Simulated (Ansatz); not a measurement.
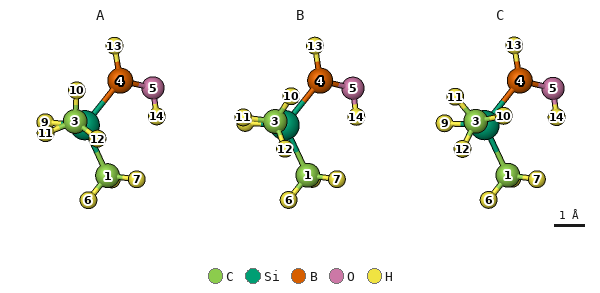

3 geometries from a converged minimum-energy path of C$_{2}$H$_{9}$BOSi, shuffled. Style: ball-and-stick. Shown from a free direction.

Computed with RKS PBE-D4/6-31G* in Ansatz 0.2.0. Run with 7 movable images; climbing image; force threshold 0.03 eV/Å; iteration limit 60; starting path through a guess of the saddle point.

Which frame is the transition state?

B. In order along the path, whose images run from 0 to 8: C (image 1, +0.81 kJ/mol), B (image 4, +5.71 kJ/mol), A (image 6, +2.76 kJ/mol). The motion is a rotation about the C–Si bond by about 120°. No bond forms or breaks between the ends.

The run took 5.4 min on 2 threads of Arm Neoverse V1 (shared host), peak memory 0.14 GiB.
